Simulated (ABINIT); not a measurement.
# Quasiparticle gap of YVO4 (I4_1/amd) in ABINIT, part 2 of 2

How does a plane-wave GW calculation on YVO4 (I4_1/amd) run from the first input to the gap?

ABINIT 10.8.3; LDA and many-body steps on it, plane waves. Known limits of the many-body steps: not at the basis limit; no spin polarisation; d states lean on the start; no spin-orbit coupling; coarse k mesh.

So far. Step 2 (Ground state): The gap is direct, at Γ. Step 3 (Empty states on the mesh, 2×2×2 mesh, 146 bands): On this mesh the gap is 2.875 eV.

**4. Screening, 2×2×2 mesh, 134 bands, screening to 89.8 eV**

The RPA dielectric matrix is built and inverted for each q.

This step: RPA screening on LDA, plane waves, norm-conserving pseudopotentials.

run.abi

```
acell 3*1.0 Angstrom
rprim 
  -3.559150000000 3.559150000000 3.144650000000
  3.559150000000 -3.559150000000 3.144650000000
  3.559150000000 3.559150000000 -3.144650000000
ntypat 3
znucl 39 23 8
natom 12
typat 1 1 2 2 3 3 3 3 3 3 3 3
xred 
  0.750000000000 0.250000000000 0.500000000000
  0.000000000000 0.000000000000 0.000000000000
  0.500000000000 0.500000000000 0.000000000000
  0.250000000000 0.750000000000 0.500000000000
  0.510000000000 0.325800000000 0.184200000000
  0.075800000000 0.391600000000 0.315800000000
  0.141600000000 0.325800000000 0.815800000000
  0.075800000000 0.760000000000 0.684200000000
  0.240000000000 0.924200000000 0.315800000000
  0.674200000000 0.490000000000 0.815800000000
  0.608400000000 0.924200000000 0.684200000000
  0.674200000000 0.858400000000 0.184200000000
pp_dirpath "pseudos"
pseudos "Y.upf, V.upf, O.upf"
ecut 38
ngkpt 2 2 2
nshiftk 1
shiftk 0 0 0
kptopt 1
chksymbreak 0
istwfk *1
occopt 1
irdwfk 1
optdriver 3
nband 134
ecuteps 3.3
inclvkb 2
awtr 1
symchi 1
indata_prefix "in"
outdata_prefix "out"
tmpdata_prefix "tmp"
```

Launch:

```console
$ OMP_NUM_THREADS=1 mpirun -n 4 abinit run.abi > log
```

Numbers of over 12 decimals in the logs are rounded to 6 here.

What it wrote:

```text
.Version 10.8.3 of ABINIT. v10.8.2 released Aug 2026.

 Symmetries : space group I4_1/a m d (#141); Bravais tI (body-center tetrag.)
[... echo of the input left out ...]
== DATASET  1 ==================================================================
-   mpi_nproc: 4, omp_nthreads: 1 (-1 if OMP is not activated)

--- !DatasetInfo
iteration_state: {dtset: 1, }
dimensions: {natom: 12, nkpt: 4, mband: 134, nsppol: 1, nspinor: 1, nspden: 1, mpw: 12033, }
cutoff_energies: {ecut:  38.0, pawecutdg:  -1.0, }
electrons: {nelect:   9.60000000E+01, charge:   0.00000000E+00, occopt:   1.00000000E+00, tsmear:   1.00000000E-02, }

 SCREENING: Calculation of the susceptibility and dielectric matrices

 Based on a program developped by R.W. Godby, V. Olevano, G. Onida, and L. Reining.
 Incorporated in ABINIT by V. Olevano, G.-M. Rignanese, and M. Torrent.
.Using double precision arithmetic ; gwpc =  8

[... cell and pseudopotentials left out ...]
--------------------------------------------------------------------------------

 ==== K-mesh for the wavefunctions ====
 Number of points in the irreducible wedge :     4
[... list of points left out ...]
 Together with 16 symmetry operations and time-reversal symmetry
 yields     8 points in the full Brillouin Zone.

 ==== Q-mesh for the screening function ====
 Number of points in the irreducible wedge :     4
[... list of points left out ...]
 Together with 16 symmetry operations and time-reversal symmetry
 yields     8 points in the full Brillouin Zone.

 setmesh: FFT mesh size selected  =    36x   36x   36
          total number of points  =        46656

 vcoul_init : cutoff-mode = AUXILIARY_FUNCTION
 q-points for optical limit:   1
     1)      0.000010    0.000020    0.000030

- screening: taking advantage of time-reversal symmetry
- Maximum band index for partially occupied states nbvw = 48
- Remaining bands to be divided among processors   nbcw = 86
- Number of bands treated by each node ~21

 Number of electrons calculated from density =   96.0000; Expected =   96.0000
 average of density, n =  0.089279
 r_s =    1.3880
 omega_plasma =   28.8224 [eV]

 calculating chi0 at frequencies [eV] :
  1    0.000000E+00    0.000000E+00
  2    0.000000E+00    2.882242E+01

--------------------------------------------------------------------------------
  q-point number  1        q = ( 0.000000, 0.000000, 0.000000) [r.l.u.]
--------------------------------------------------------------------------------
[... chi0 elements left out ...]
 For q-point:  0.000010 0.000020 0.000030
  dielectric constant =   4.0798
  dielectric constant without local fields =   4.9440

  Average fulfillment of the sum rule on Im[epsilon] for q-point    1 :     40.46  [%]
[... wings left out ...]
  q-point number  2        q = ( 0.500000, 0.000000, 0.000000) [r.l.u.]
--------------------------------------------------------------------------------
[... chi0 elements left out ...]
  Average fulfillment of the sum rule on Im[epsilon] for q-point    2 :     46.45  [%]

 [... 2 further q-points ...]
```

Elapsed: 94 s, on 4 MPI ranks of Arm Neoverse V1, shared host; peak memory 1.9 GiB.

This step gave:

| Quantity | Value |
| --- | --- |
| ε∞ with local fields, on this mesh, along the program's q direction | 4.080 |
| the same without local fields | 4.944 |
| plasma frequency | 28.82 eV |
| plane waves in the screening matrix | 297 |

Local fields lower ε∞ by 17 %. On a Γ-centred mesh this coarse the value itself is usually too large, while a short band sum pulls it down.

**5. Self-energy, 2×2×2 mesh, 134 bands, screening to 89.8 eV**

The self-energy is evaluated for the states that the input lists, and the levels follow from it, in one-shot runs by the linearised quasiparticle equation.

This step: G0W0 on LDA, plane waves, norm-conserving pseudopotentials.

Edit run.abi of step 4 so:

```diff
@@ -33,8 +33,15 @@
 irdwfk 1
-optdriver 3
+optdriver 4
 nband 134
+gwcalctyp 0
+ecutsigx 38
+symsigma 1
+nkptgw 1
+kptgw 
+  0.0000000000 0.0000000000 0.0000000000
+bdgw 
+  46 50
 ecuteps 3.3
-inclvkb 2
-awtr 1
-symchi 1
+irdscr 1
+ppmodel 1
 indata_prefix "in"
```

What it wrote:

```text
.Version 10.8.3 of ABINIT. v10.8.2 released Aug 2026.

 Symmetries : space group I4_1/a m d (#141); Bravais tI (body-center tetrag.)
[... echo of the input left out ...]
== DATASET  1 ==================================================================
-   mpi_nproc: 4, omp_nthreads: 1 (-1 if OMP is not activated)

--- !DatasetInfo
iteration_state: {dtset: 1, }
dimensions: {natom: 12, nkpt: 4, mband: 134, nsppol: 1, nspinor: 1, nspden: 1, mpw: 12033, }
cutoff_energies: {ecut:  38.0, pawecutdg:  -1.0, }
electrons: {nelect:   9.60000000E+01, charge:   0.00000000E+00, occopt:   1.00000000E+00, tsmear:   1.00000000E-02, }

 SIGMA: Calculation of the GW corrections

 Based on a program developped by R.W. Godby, V. Olevano, G. Onida, and L. Reining.
 Incorporated in ABINIT by V. Olevano, G.-M. Rignanese, and M. Torrent.
.Using double precision arithmetic ; gwpc =  8

[... cell and pseudopotentials left out ...]
--------------------------------------------------------------------------------

 ==== K-mesh for the wavefunctions ====
 Number of points in the irreducible wedge :     4
[... list of points left out ...]
 Together with 16 symmetry operations and time-reversal symmetry
 yields     8 points in the full Brillouin Zone.

 ==== Q-mesh for screening function ====
 Number of points in the irreducible wedge :     4
[... list of points left out ...]
 Together with 16 symmetry operations and time-reversal symmetry
 yields     8 points in the full Brillouin Zone.

 vcoul_init : cutoff-mode = AUXILIARY_FUNCTION
 q-points for optical limit:   1
     1)      0.000010    0.000020    0.000030
 setmesh: FFT mesh size selected  =    60x   60x   60
          total number of points  =       216000

 Number of electrons calculated from density =   96.0000; Expected =   96.0000
 average of density, n =  0.089279
 r_s =    1.3880
 omega_plasma =   28.8224 [eV]

 === KS Band Gaps ===
  >>>> For spin  1
   Minimum direct gap =   2.8750 [eV], located at k-point      :   0.0000  0.0000  0.0000
   Fundamental gap    =   2.8750 [eV], Top of valence bands at :   0.0000  0.0000  0.0000
                                       Bottom of conduction at :   0.0000  0.0000  0.0000
 SIGMA fundamental parameters:
 PLASMON POLE MODEL  1
 number of plane-waves for SigmaX                12033
 number of plane-waves for SigmaC and W            297
 number of plane-waves for wavefunctions         12033
 number of bands                                   134
 number of independent spin polarizations            1
 number of spinorial components                      1
 number of k-points in IBZ                           4
 number of q-points in IBZ                           4
 number of symmetry operations                      16
 number of k-points in BZ                            8
 number of q-points in BZ                            8
 number of frequencies for dSigma/dE                 9
 frequency step for dSigma/dE [eV]                0.25
 number of omega for Sigma on real axis              0
 max omega for Sigma on real axis  [eV]           0.00
 zcut for avoiding poles [eV]                     0.10

 EPSILON^-1 parameters (SCR file):
 dimension of the eps^-1 matrix on file            297
 dimension of the eps^-1 matrix used               297
 number of plane-waves for wavefunctions         12033
 number of bands                                   134
 number of q-points in IBZ                           4
 number of frequencies                               2
 number of real frequencies                          1
 number of imag frequencies                          1

 matrix elements of self-energy operator (all in [eV])

 Perturbative Calculation

--- !SelfEnergy_ee
iteration_state: {dtset: 1, }
kpoint     : [   0.000,    0.000,    0.000, ]
spin       : 1
KS_gap     :    2.875
QP_gap     :    5.238
Delta_QP_KS:    2.363
data: !SigmaeeData |
     Band     E0 <VxcDFT>   SigX SigC(E0)      Z dSigC/dE  Sig(E)    E-E0       E
       46   2.703 -19.236 -23.844   4.686   0.780  -0.282 -19.175   0.061   2.764
       47   2.703 -19.236 -23.844   4.686   0.780  -0.282 -19.175   0.061   2.764
       48   3.108 -19.464 -24.121   4.723   0.775  -0.290 -19.413   0.052   3.159
       49   5.983 -20.101 -12.980  -4.094   0.798  -0.254 -17.686   2.415   8.398
       50   6.715 -22.450 -14.685  -4.400   0.784  -0.275 -19.811   2.639   9.353

== END DATASET(S) ==============================================================
================================================================================

 -outvars: echo values of variables after computation  --------
           etotal      0.0000000000E+00
            nband         134
             nkpt           4
          spgroup         141
 [... the other variables as echoed above ...]

 Calculation completed.
```

It took 8.3 s on 4 MPI ranks; peak memory 1.4 GiB.

Numbers from this step:

```yaml
g0w0_gap_on_the_points_computed: 5.239 eV
starting_gap_on_the_mesh: 2.875 eV
k_of_the_valence_top: 0, 0, 0
k_of_the_conduction_bottom: 0, 0, 0
z_at_the_valence_top: 0.775
z_at_the_conduction_bottom: 0.798
least_direct_g0w0_gap_on_the_computed_points: 5.239 eV
```

The gap on the mesh goes from 2.87 eV to 5.24 eV, a correction of +2.36 eV.

Limits: finite bands, cutoff and mesh; no spin polarisation; d states lean on the start; no spin-orbit coupling; coarse k mesh. v1 is the top filled band, c1 the lowest empty one. The levels before and after the correction (eV, zero at the valence-band top of each column):

```csv
,conduction bottom,valence top
Kohn-Sham,2.87,0.00
G0W0,5.24,0.00
```

```csv
,level,energy (eV)
Kohn-Sham,Γ v3-v2,-0.405
Kohn-Sham,Γ v1,0.000
Kohn-Sham,Γ c1,2.875
Kohn-Sham,Γ c2,3.607
G0W0,Γ v3-v2,-0.395
G0W0,Γ v1,0.000
G0W0,Γ c1,5.239
G0W0,Γ c2,6.194
```

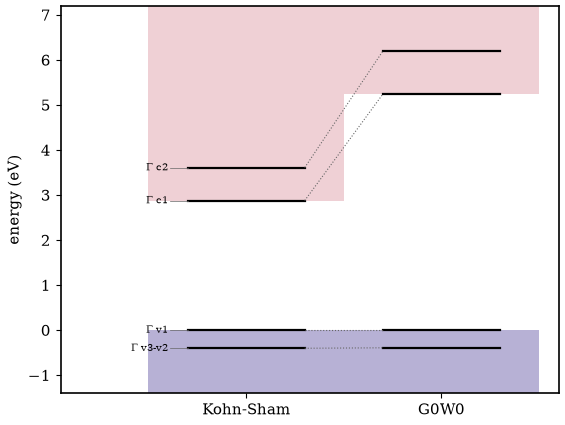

Levels before and after the correction. Shaded: valence and conduction bands.

**6. Where the time went**

Times are wall times on 4 MPI ranks of Arm Neoverse V1, shared host, good to a factor of about two.

```csv
step,time,share,memory (GiB)
ground state,2.8 min,49 %,0.62
empty states on the mesh,76 s,22 %,0.54
screening,94 s,27 %,1.9
self-energy,8.3 s,2 %,1.4
```

**7. Results**

```json
{
 "LDA gap": "2.87 eV, direct",
 "G0W0 gap on the mesh": "5.24 eV",
 "GW settings": "2×2×2 mesh, 134 bands, screening to 89.8 eV, Godby-Needs plasmon pole",
 "known limits": "not at the basis limit; no spin polarisation; d states lean on the start; no spin-orbit coupling; coarse k mesh"
}
```

G0W0 moves the gap on the mesh from 2.87 eV to 5.24 eV (+2.36 eV), with Z of 0.78 and 0.80 at the edges. Local fields lower the RPA ε∞ on this mesh from 4.94 to 4.08; a Γ-centred mesh this coarse tends to raise both, most where the direct gap is narrow, while a short band sum lowers them. Only 1 of the mesh's irreducible points was corrected, so a valley elsewhere could overtake. The dearest step here is «ground state». Bands and cutoff are finite, so the gap is not at the basis limit. The miss can reach some tenths of an eV and take either sign; the mesh is an error of its own. In the G0W0 run levels were corrected at 1 k point alone, so a gap called «on the mesh» is the least over those, and an edge elsewhere would be missed. The 2×2×2 mesh is coarse for this cell, which bears on the long-range parts of exchange and screening. The runs have no spin polarisation. For a closed low-spin shell that is the natural state; where a d or f shell is open it is a constraint, and the gap is then not the crystal's own. With d states at the gap, one-shot GW leans hard on its start. The many-body steps are scalar-relativistic: spin-orbit coupling is not in them.

[Paths, hosts, dates, memory and timing lines, banners, echoed tables and standing remarks are left out of the program output.]

[Logs are printed without paths, hosts, clocks, repeated set-up lines and the standing remarks that a program may print on its own settings, such as how far it seeks lower states.]

[Runs of the session that timed out or met a known fault of the program may be left out.]

[Hosts, paths, dates, database ids (printed as entryN), source tags and the programs' standing remarks are cut or masked in the printed files.]

[G0W0 gaps are taken among the corrected bands and points alone; a level outside them can change the order at an edge.]

[Where Ansatz stands beside ABINIT at settings called matched, ABINIT's density can come from a denser mesh and the files from another edition; pairs whose starting gaps differed by over 0.03 eV were left out, so agreement reads better than it is.]
